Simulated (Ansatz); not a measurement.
```xyz
7

F     2.1030    0.6611    0.0238
F    -0.6138   -1.4490    0.4788
F    -0.0119    0.7976    1.2603
F     1.5145   -1.0848    1.6442
F     1.5011   -1.5856   -0.7577
F    -0.0252    0.2968   -1.1417
Se    0.7446   -0.3940    0.2513
```

Geometry: PBE-D3(BJ)/def2-SVP.

All numbers below come from isolated molecule in a Gaussian basis; Kohn-Sham density functional theory, functional PBE0 (Ansatz).

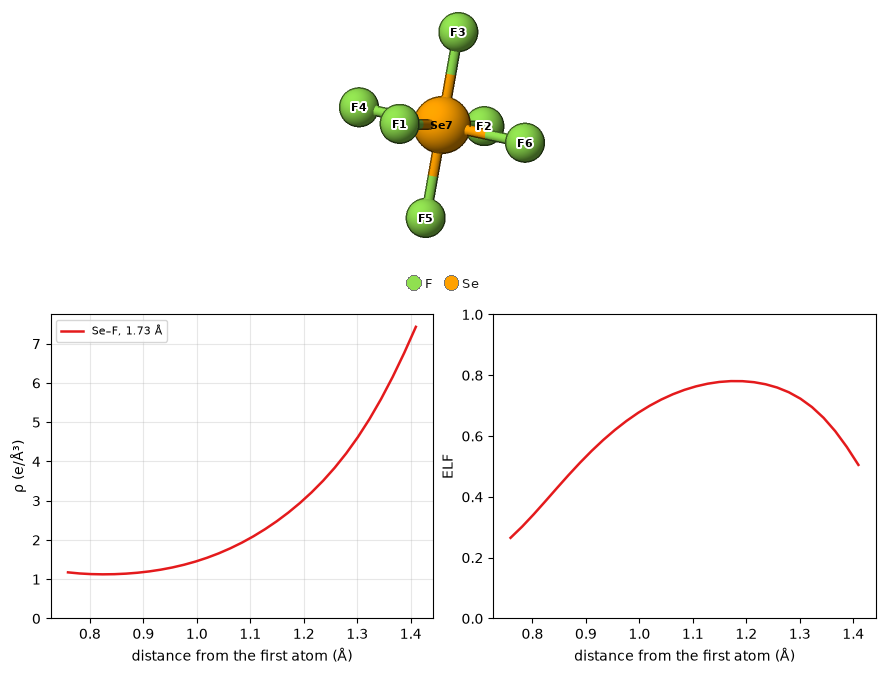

F6Se (SMILES F[Se](F)(F)(F)(F)F). Electron density and electron localisation function along straight lines between neighbouring atoms. The curves leave out the atomic cores. The structure is drawn too.

Question: What can be read from the curves?

Answer: Se–F (1.73 Å): the density is about 1.1 e/Å³ at the midpoint; the ELF peaks at about 0.80 in the valence shell of F, 0.6 Å from its nucleus, and is about 0.45 at the midpoint.
